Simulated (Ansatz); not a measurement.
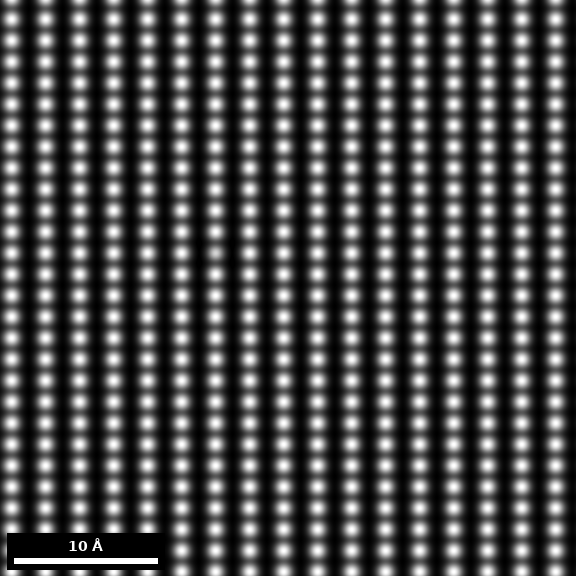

Z-contrast image of Ti (P6_3/mmc, No. 194) along [210]. Simulation: incoherent imaging, intensity Z^1.8 per atom, probe width 0.79 Å, thin sample. The probe carries 15 % of its weight in a tail 2.5 times as wide. The display is stretched by a gamma of 0.65; percentages refer to the linear signal.

The sample is 4 repeats (20.5 Å) thick. One point defect was put into the perfect crystal, without relaxing the atoms around it. Brightness is counted from the darkest point of the image. Host structure: the geometry relaxed with DFT, revPBE, plane waves (420 eV) with PAW, scalar-relativistic in Ansatz; the starting structure was generated, so it need not be a known form of this composition.

**Where is the defect (in Å from the left and the top edge), and what does its contrast suggest?**

At about 15 Å from the left and 18 Å from the top. The column is dimmer, which points to a vacancy or a lighter atom. The column holds 4 atoms (Ti) through the sample, and one Ti atom is missing, so its peak drops to about 75 % of that of its equals.
